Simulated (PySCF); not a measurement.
# C3H7NSSi: the cost of one run

Computed with PySCF 2.14.0, with density-fitted response routines of our own, on a single molecule in the gas phase. Atoms are numbered from 0 throughout.

## 1. The starting structure

13 atoms, charge 0, multiplicity 1; geometry from: GFN2-xTB. The atoms were then displaced at random by about 0.01 Å, so the start is not that level's minimum.

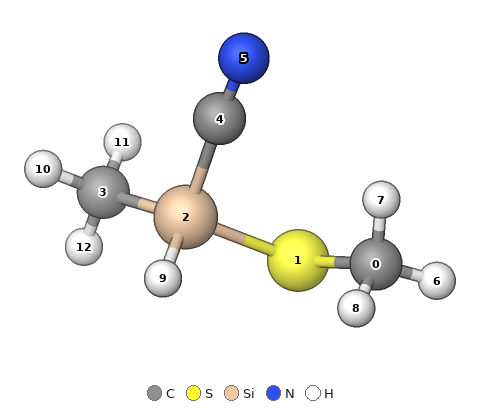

As it starts; carbon grey, sulfur yellow, silicon light orange, nitrogen blue, hydrogen white, atoms numbered; sticks join atoms by distance.

## 2. Optimising the geometry at PBE0-D3(BJ)/def2-SVP

The job: settings as JSON, then the geometry in Å.

```
{"job": {"xc": "PBE0", "basis": "def2-SVP", "d3": "d3bj", "grid": 1, "shake": 0.01, "kind": "geom"}, "charge": 0, "multiplicity": 1}
C      2.436670     0.210950    -0.181980
S      0.954090     0.182930    -1.278940
Si    -0.568650    -0.456770     0.108550
C     -2.203720    -0.300120    -0.713650
C     -0.436770     0.714160     1.559290
N     -0.308010     1.463070     2.434490
H      3.249580     0.604040    -0.787240
H      2.245160     0.914920     0.639860
H      2.636670    -0.757740     0.193170
H     -0.216540    -1.780110     0.655980
H     -3.035540    -0.617440    -0.025260
H     -2.432760     0.722090    -1.007970
H     -2.314360    -0.916850    -1.606610
```

On the command line:

```
$ OMP_NUM_THREADS=1 python probes_run.py task.json out
```

This one command runs all jobs of the session in turn.

**Question.** How long does this first job take on 1 thread of Arm Neoverse V1, shared host, and how much memory does it need?

About 47 s, with a peak of 0.5 GiB.
